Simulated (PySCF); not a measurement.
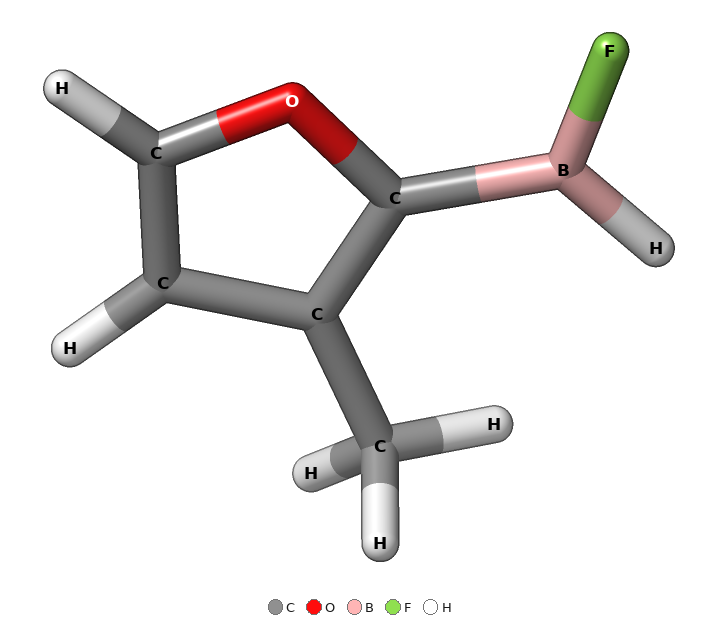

The computed structure is the end point of a GFN2-xTB optimisation. No frequency run is at hand to confirm it as a minimum. Properties computed with ωB97X-D/def2-SVPD, gas phase (PySCF 2.14.0). Excitations: vertical, linear response.

Estimate the lowest vertical singlet excitation.

Answer. 5.15 eV.

Give the HOMO–LUMO gap at this level.

Answer. 9.09 eV.

Estimate the HOMO energy (Kohn–Sham orbital).

Answer. −8.80 eV.

Estimate the dipole moment.

Answer. 3.04 D.

The geometry is semi-empirical. Around B such bond lengths and angles can be off by a tenth of an ångström or more and by several degrees, and values that hang on the shape move with them.
